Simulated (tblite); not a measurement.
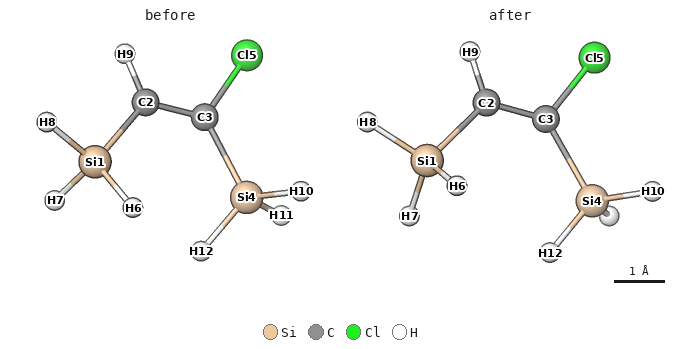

The structure of C₂H₇ClSi₂ before (left) and after (right) a relaxation, at one scale.

A ball-and-stick model, seen at a tilt.

The calculation used GFN2-xTB geometry optimisation, gas phase in tblite. 

### What changed between the two?

The largest move after the best rigid fit is that of H6, 0.70 Å. By element the largest moves are H 0.70 Å, Cl 0.29 Å, Si 0.22 Å, C 0.11 Å. Near-neighbour distances that change, for instance: Si1–Si4 3.336 → 3.669 Å, C3–Si4 1.841 → 1.891 Å, Si1–C2 1.841 → 1.882 Å, Si4–H11 1.496 → 1.463 Å. Bond angles that change, for instance: Si4–C3–Cl5 118.3° → 109.7°, C2–C3–Si4 124.3° → 131.3°, H10–Si4–H11 103.9° → 110.6°. Groups turn about Si1–C2 by about 30°. After 88 geometry steps the energy has fallen by 5.51 kcal/mol.
